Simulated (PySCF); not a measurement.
# C$_{5}$H$_{12}$OSi (SMILES O[SiH2]C1CCCC1): what the fields show

```xyz
19

O     3.0049    1.2601    0.1893
Si    2.1868   -0.1462    0.1392
C     0.3417    0.0838    0.5483
C    -0.3831    1.0855   -0.3831
C    -1.5956    0.3386   -0.9510
C    -1.8680   -0.7631    0.0680
C    -0.4613   -1.2205    0.4367
H     2.9797    1.8366    0.9477
H     2.7615   -1.1117    1.0826
H     2.3747   -0.5250   -1.2545
H     0.2347    0.4457    1.5772
H    -0.7081    1.9595    0.1841
H     0.2628    1.4424   -1.1858
H    -2.4527    0.9947   -1.1003
H    -1.3415   -0.1129   -1.9115
H    -2.4839   -1.5669   -0.3346
H    -2.3688   -0.3468    0.9444
H    -0.0637   -1.8468   -0.3643
H    -0.4300   -1.7977    1.3600
```

Geometry: GFN2-xTB.

These are results of PBE0/pcSseg-1, SCF density, gas phase, non-relativistic in PySCF, not measurements.

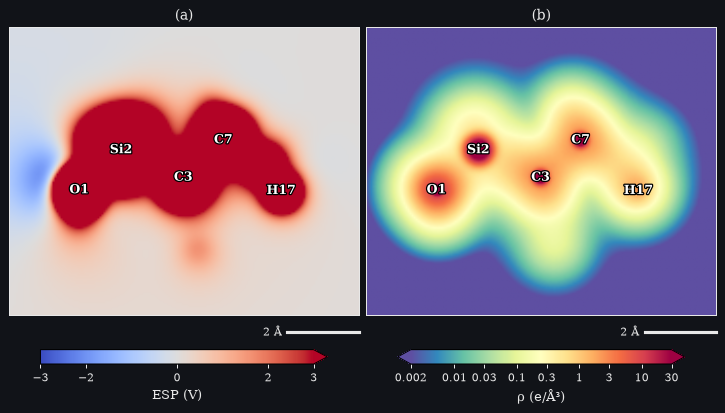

Figure 1. (a) electrostatic potential; (b) electron density on the plane of atoms O1, Si2 and C3.

Read the bonding off the picture.

Answer. Atoms in the plane: O, Si, C and H.
C–C (1.54 Å): the density is about 1.6 e/Å³ at the midpoint.
Si–O (1.63 Å): ρ at the midpoint is about 1.2 e/Å³.
C–Si (1.90 Å): the density is about 0.94 e/Å³ at the midpoint.
Outside the dense part of the molecule the potential is most negative (−1.9 V) near O1.

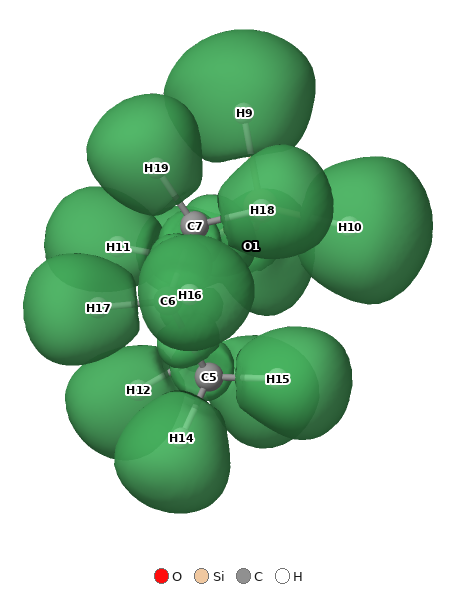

Figure 2. Isosurface of the electron localisation function at 0.75 (green), seen at an oblique angle. Only the valence region is drawn (cores and ρ < 0.01 e/Å³ removed).

Identify the bonds, lone pairs and shells in this picture.

Answer. At this value the surface marks out five regions between bonded C–C atoms (shared pairs), one region between bonded C–Si atoms (shared pairs), eleven regions around hydrogen nuclei and one joined region spread over several atoms (H, O), in which their bonds and any lone pairs are merged.


C–C (1.52 Å): the ELF peaks at about 0.95 between the atoms; a covalent bond. Si–O (1.63 Å): the ELF peaks at about 0.85 between the atoms, as expected for a polar covalent bond.

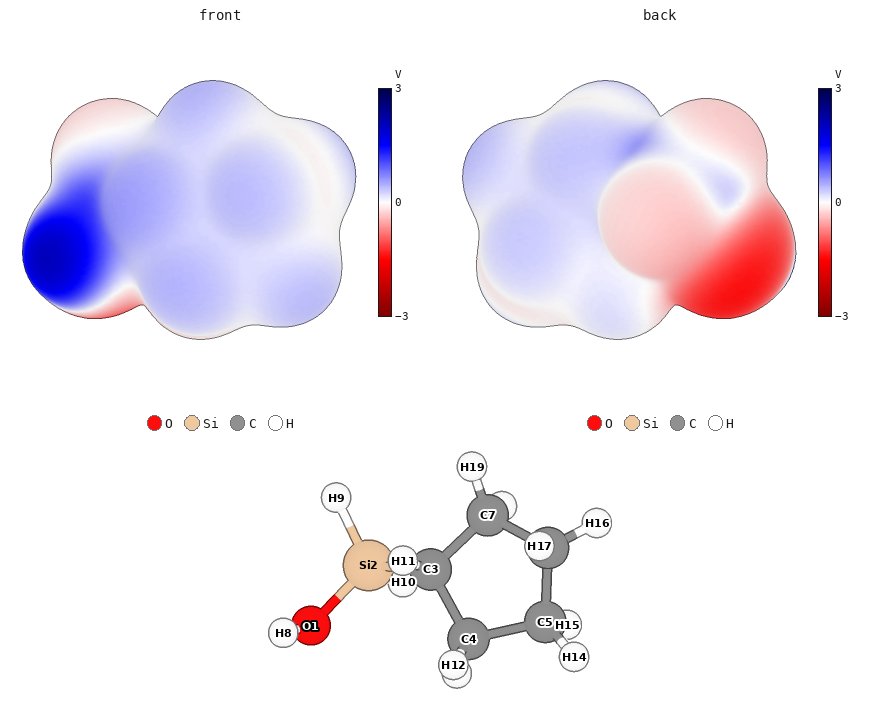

Figure 3. The electrostatic potential painted on the density surface at 0.001 e/bohr³, seen from the front and from behind; the colour scale runs from red (negative) to blue (positive). The bare structure is drawn below in the same view.

Describe the electrostatic potential map.

Answer. The most negative region (about −1.4 V) lies over O1, the most positive (about +2.0 V) over H8. O1 is the likeliest acceptor of a hydrogen bond.

What dipole moment does the calculation give?

Answer. Its dipole moment is 1.85 D.
